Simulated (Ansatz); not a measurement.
Consider MoS2 (space group P6_3/mmc, No. 194; a = 3.1090 Å, c = 11.7090 Å; layered, stacked along the Cartesian z axis). Axes: x lies along a and z along c of the hexagonal cell.

Structures relaxed with PBEsol-D3(BJ) in Ansatz (plane waves to 420 eV, PAW, without spin-orbit coupling).

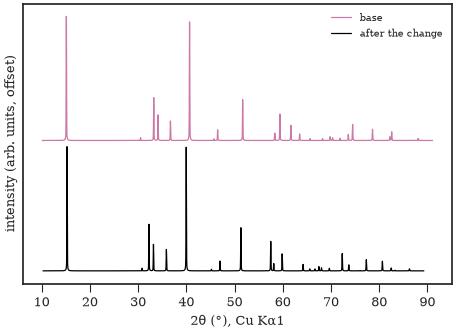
Figure. Simulated powder patterns before (top) and after one change

Which of these changes matches the shifts?
(A) biaxial strain +1.20 %, plane normal [001], relaxed out of plane
(B) biaxial strain +0.60 %, plane normal [001], relaxed out of plane
(C) biaxial strain +3.00 %, plane normal [001], relaxed out of plane

C, biaxial strain +3.00 %, plane normal [001], relaxed out of plane. Its volume per atom is 17.16 Å³ against 16.34 Å³, and its space group is P6_3/mmc (No. 194).

No phonon test of stability was made.

Ansatz is a program for electronic structure.
